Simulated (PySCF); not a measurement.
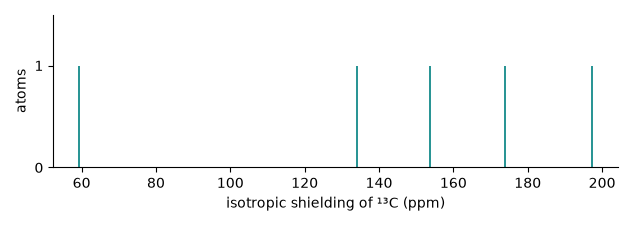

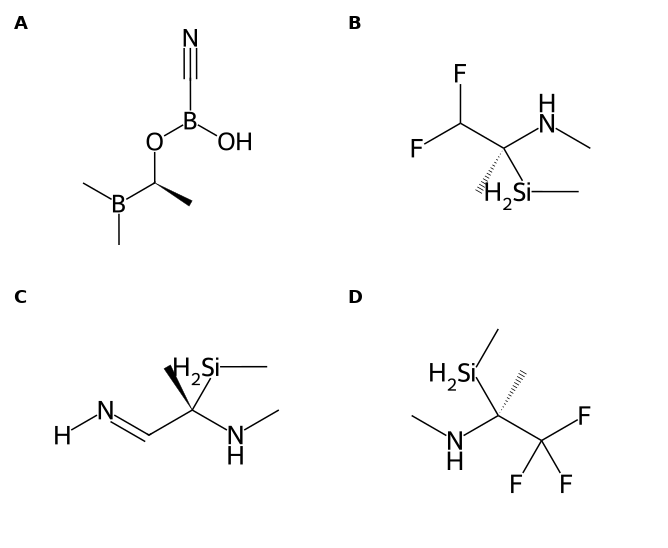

The sticks are computed shieldings of one of the molecules, for one fixed geometry (GFN2-xTB) without averaging over rotations. Low shielding means a high chemical shift. Method: GIAO PBE0/pcSseg-1 NMR shielding, non-relativistic, gas phase (PySCF 2.14.0).

> Match the spectrum to a structure.

B, `CN[C@@](C)([SiH2]C)C(F)F`. Its 5 C atoms give lines at 59.3, 134.0, 153.6, 173.9, 197.3 ppm.

The geometry is semi-empirical. Around B, Si such bond lengths and angles can be off by a tenth of an ångström or more and by several degrees, and values that hang on the shape move with them.
